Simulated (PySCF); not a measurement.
System: O3P4 (PP3OOO nortricyclane).

```yaml
atoms:
  - { symbol: P, position_ang: [1.0045, 1.0231, -0.2561] }
  - { symbol: O, position_ang: [0.0553, 0.4359, -1.4894] }
  - { symbol: P, position_ang: [-1.0649, -0.7664, -1.0963] }
  - { symbol: P, position_ang: [-1.3378, 0.0003, 1.0312] }
  - { symbol: O, position_ang: [-0.2407, 1.2675, 0.8174] }
  - { symbol: P, position_ang: [0.2243, -1.5976, 0.5874] }
  - { symbol: O, position_ang: [1.4513, -0.4647, 0.3373] }
```

Geometry: PBE0-D3(BJ)/def2-SVP.

The calculation used PySCF, PBE0/pcSseg-1, SCF density, gas phase, non-relativistic.

What will maps of the electron density and electron localisation function show?

P–O (1.69 Å): ρ at the midpoint is about 1.2 e/Å³; the ELF peaks at about 0.85 between the atoms, as expected for a polar covalent bond.
P–P (2.28 Å): ρ is about 0.73 e/Å³ halfway; the ELF peaks at about 0.85 between the atoms; a shared electron pair.

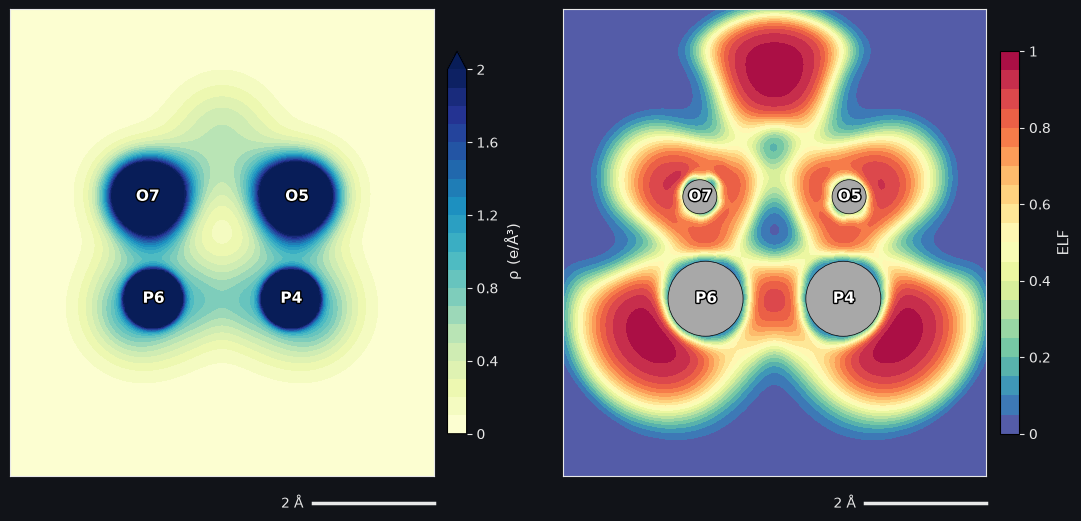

Computed electron density and electron localisation function on the plane of atoms O5, P4 and P6, in this order. Grey discs cover the atomic cores in the ELF map. 
